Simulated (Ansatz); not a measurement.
# CH6OSiSn: how energies converge with the basis set

How large a basis does CH6OSiSn need? Two functionals are run in growing sets.

The runs use Ansatz 0.2.0, Gaussian basis; one geometry, several basis sets.

The runs, in order: PBE0-D4/def2-SVP; ωB97M-V/def2-SVP; PBE0-D4/def2-QZVPP; ωB97M-V/def2-QZVPP; the functionals' def2-TZVPP values are taken from earlier runs.

### 1 The relaxed structure

An earlier PBE0-D4 in a triple-zeta def2 set relaxation fixed the geometry. Sn takes the def2 core potential; no spin-orbit term is included.

SMILES `[SnH3][CH]1O[SiH2]1`, 10 atoms, charge 0, spin multiplicity 1.

Atoms are counted from 1 here; the program's logs count them from 0.

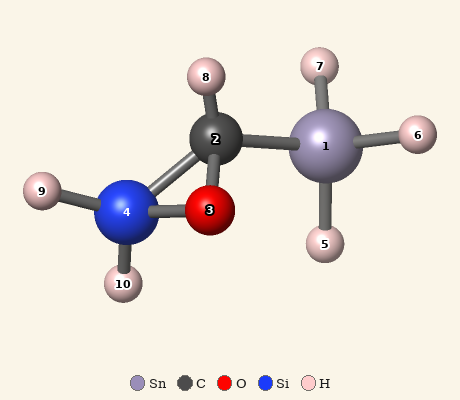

The structure; tin purple, carbon dark grey, oxygen red, silicon blue, hydrogen pink; atoms are numbered from 1 in the order of the file.

### 2 PBE0-D4 in def2-SVP

Input file in.yaml:

```yaml
crystal:
  periodic: [false, false, false]
  atoms:
    - {symbol: Sn, position_ang: [-0.285092, 1.646049, 0.275927]}
    - {symbol: C, position_ang: [-0.355976, -0.485835, 0.458917]}
    - {symbol: O, position_ang: [0.948324, -1.106231, 0.823666]}
    - {symbol: Si, position_ang: [0.455036, -1.633733, -0.673410]}
    - {symbol: H, position_ang: [0.941684, 2.043335, -0.842574]}
    - {symbol: H, position_ang: [0.059791, 2.357124, 1.789117]}
    - {symbol: H, position_ang: [-1.795801, 2.208013, -0.292977]}
    - {symbol: H, position_ang: [-1.167062, -0.868430, 1.080052]}
    - {symbol: H, position_ang: [0.057586, -3.054451, -0.773308]}
    - {symbol: H, position_ang: [1.224712, -1.156942, -1.842410]}
basis:
  gaussian: {orbitals: def2-SVP}
hamiltonian: {xc: pbe0, dispersion: d4}
output: {orbitals: {seedname: orbitals}}
```

Run with:

```
$ ansatz run in.yaml --threads 4 --pin off --events-out ev --progress --plain --max-ram 10444MiB
```

The program printed:

```text
Functional definition: PBE0
  name "PBE0"
  cite "Adamo & Barone, J. Chem. Phys. 110, 6158 (1999) doi:10.1063/1.478522"
  cite "Perdew, Burke & Ernzerhof, Phys. Rev. Lett. 77, 3865 (1996) doi:10.1103/PhysRevLett.77.3865"
  parent pbe
  parameter a = 0.25
  parameter kappa = 0.804
  parameter beta = 0.06672455060314922
  exchange = (1 - a)*pbe_x(kappa = kappa, mu = beta*pi^2/3) + a*exact_x
  correlation = pbe_c(beta = beta)
1091 factors; integrals over basis functions are off by at most 1.0e-3 eV
mean field evaluation 1: about -16872.2332 eV, gradient 4.6e1 eV
mean field evaluation 2: about -16858.1670 eV, gradient 9.2e1 eV
mean field evaluation 4: about -16877.0209 eV, gradient 7.0e0 eV
mean field evaluation 8: about -16877.2052 eV, gradient 2.2e-1 eV
mean field evaluation 16: about -16877.2053 eV, gradient 1.4e-5 eV
mean field -16877.20533924 eV, -620.2258564364 hartree, gradient 1.4e-5 eV, S^2 0.000000; 0 other end points of the search recorded, 0 dependent functions left out
reference -16877.20537225 eV, -620.2258576494 hartree; 28, 28 occupied and 74, 74 virtual orbitals, 1091 factors
Total energy: -16877.39970883 eV, -620.2329993872 hartree
```

Wall time 1.1 s (4 threads of Arm Neoverse V1, shared host).

### 3 ωB97M-V in def2-SVP

in.yaml, as its differences from that of step 2:

```diff
@@ -15,3 +15,3 @@
   gaussian: {orbitals: def2-SVP}
-hamiltonian: {xc: pbe0, dispersion: d4}
+hamiltonian: {xc: {name: wB97M-V}}
 output: {orbitals: {seedname: orbitals}}
```

Same command.

The program printed, shortened:

```text
Functional definition: wB97M-V
  name "wB97M-V"
  cite "Mardirossian & Head-Gordon, J. Chem. Phys. 144, 214110 (2016) doi:10.1063/1.4952647"
  cite "Becke, J. Chem. Phys. 107, 8554 (1997) doi:10.1063/1.475007"
  cite "Vydrov & Van Voorhis, J. Chem. Phys. 133, 244103 (2010) doi:10.1063/1.3521275"
  # Of w^i u^j: cxij and so on, Table III.
[...]
  gx(w, u) = 1 - cx + cx01*u + cx10*w
  gss(w, u) = css00 + css04*u^4 + css10*w + css20*w^2 + css43*w^4*u^3
  gos(w, u) = cos00 + cos10*w + (cos20 + cos21*u)*w^2 + (cos60 + cos61*u)*w^6
[...]
      + integral(e_c_pw_mod_opposite_spin*gos(b97_w_opposite, b97_u_opposite)) + vv10(b, c)
1091 factors; integrals over basis functions are off by at most 1.0e-3 eV
327 factors; integrals over basis functions are off by at most 6.3e-6 eV
[...]
mean field -16880.53636635 eV, -620.3482694249 hartree, gradient 2.3e-5 eV, S^2 0.000000; 0 other end points of the search recorded, 0 dependent functions left out
reference -16880.53641813 eV, -620.3482713278 hartree; 28, 28 occupied and 74, 74 virtual orbitals, 1091 factors
Total energy: -16880.53641813 eV, -620.3482713278 hartree
```

Run time: 4.9 s. Hardware: 4 threads of Arm Neoverse V1, shared host; peak memory 0.33 GiB.

### 4 PBE0-D4 in def2-QZVPP

in.yaml, as its differences from that of step 3:

```diff
@@ -14,4 +14,4 @@
 basis:
-  gaussian: {orbitals: def2-SVP}
-hamiltonian: {xc: {name: wB97M-V}}
+  gaussian: {orbitals: "def2-QZVPP.json"}
+hamiltonian: {xc: pbe0, dispersion: d4}
 output: {orbitals: {seedname: orbitals}}
```

Launched as before.

The program printed:

```text
Functional definition: PBE0
  name "PBE0"
  cite "Adamo & Barone, J. Chem. Phys. 110, 6158 (1999) doi:10.1063/1.478522"
  cite "Perdew, Burke & Ernzerhof, Phys. Rev. Lett. 77, 3865 (1996) doi:10.1103/PhysRevLett.77.3865"
  parent pbe
  parameter a = 0.25
  parameter kappa = 0.804
  parameter beta = 0.06672455060314922
  exchange = (1 - a)*pbe_x(kappa = kappa, mu = beta*pi^2/3) + a*exact_x
  correlation = pbe_c(beta = beta)
1571 factors; their error is unknown
mean field evaluation 1: about -16877.4023 eV, gradient 5.8e1 eV
mean field evaluation 2: about -16852.2880 eV, gradient 1.2e2 eV
mean field evaluation 4: about -16884.3829 eV, gradient 1.1e1 eV
mean field evaluation 8: about -16884.6866 eV, gradient 3.4e-1 eV
mean field evaluation 16: about -16884.6867 eV, gradient 5.5e-5 eV
mean field -16884.68673852 eV, -620.5007927888 hartree, gradient 5.5e-5 eV, S^2 0.000000; 0 other end points of the search recorded, 0 dependent functions left out
reference -16884.68678729 eV, -620.5007945813 hartree; 28, 28 occupied and 418, 418 virtual orbitals, 1571 factors
Total energy: -16884.88112388 eV, -620.5079363191 hartree
```

It took 7 s on 4 threads of Arm Neoverse V1, shared host; peak memory 1.6 GiB.

### 5 ωB97M-V in def2-QZVPP

in.yaml, as its differences from that of step 4:

```diff
@@ -15,3 +15,3 @@
   gaussian: {orbitals: "def2-QZVPP.json"}
-hamiltonian: {xc: pbe0, dispersion: d4}
+hamiltonian: {xc: {name: wB97M-V}}
 output: {orbitals: {seedname: orbitals}}
```

Launched as before.

The program printed, shortened:

```text
Functional definition: wB97M-V
  name "wB97M-V"
  cite "Mardirossian & Head-Gordon, J. Chem. Phys. 144, 214110 (2016) doi:10.1063/1.4952647"
  cite "Becke, J. Chem. Phys. 107, 8554 (1997) doi:10.1063/1.475007"
  cite "Vydrov & Van Voorhis, J. Chem. Phys. 133, 244103 (2010) doi:10.1063/1.3521275"
  # Of w^i u^j: cxij and so on, Table III.
[...]
  gx(w, u) = 1 - cx + cx01*u + cx10*w
  gss(w, u) = css00 + css04*u^4 + css10*w + css20*w^2 + css43*w^4*u^3
  gos(w, u) = cos00 + cos10*w + (cos20 + cos21*u)*w^2 + (cos60 + cos61*u)*w^6
[...]
      + integral(e_c_pw_mod_opposite_spin*gos(b97_w_opposite, b97_u_opposite)) + vv10(b, c)
1534 factors; their error is unknown
387 factors; integrals over basis functions are off by at most 1.0e-5 eV
[...]
mean field -16888.16355809 eV, -620.6285635514 hartree, gradient 8.1e-5 eV, S^2 0.000000; 0 other end points of the search recorded, 0 dependent functions left out
reference -16888.16363603 eV, -620.6285664158 hartree; 28, 28 occupied and 418, 418 virtual orbitals, 1534 factors
Total energy: -16888.16363603 eV, -620.6285664158 hartree
```

Wall time 17 s (4 threads of Arm Neoverse V1, shared host); peak memory 1.9 GiB.

### 6 Functionals by basis

The def2-TZVPP values come from earlier runs at the same geometry.

| functional | basis | functions | energy (eV) | from the largest (eV) | HOMO (eV) | LUMO (eV) |
| --- | --- | --- | --- | --- | --- | --- |
| PBE0-D4 | def2-SVP | 102 | -16877.3997 | 7.481 | -7.31 | -0.36 |
| PBE0-D4 | def2-TZVPP | 238 | -16884.3663 | 0.515 | -7.36 | -0.73 |
| PBE0-D4 | def2-QZVPP | 446 | -16884.8811 | 0.000 | -7.39 | -0.83 |
| ωB97M-V | def2-SVP | 102 | -16880.5364 | 7.627 | -9.46 | 1.54 |
| ωB97M-V | def2-TZVPP | 238 | -16887.6773 | 0.486 | -9.54 | 0.94 |
| ωB97M-V | def2-QZVPP | 446 | -16888.1636 | 0.000 | -9.56 | 0.68 |

### 7 Summary of results

| quantity | value |
| --- | --- |
| PBE0-D4: double and triple zeta above quadruple | 7.48, 0.51 eV |
| ωB97M-V: double and triple zeta above quadruple | 7.63, 0.49 eV |

What this shows: PBE0-D4 gains 6.97 eV from double to triple zeta, then 0.51 eV more. These are total energies; as a rule much of such shifts cancels in differences, which this series doesn't test. The LUMO of ωB97M-V is positive and keeps falling with the basis (1.54 to 0.68 eV): an unbound level that the basis holds in place.

For PBE0-D4 the largest set took about 6 times as long as the smallest (7 s against 1.1 s).
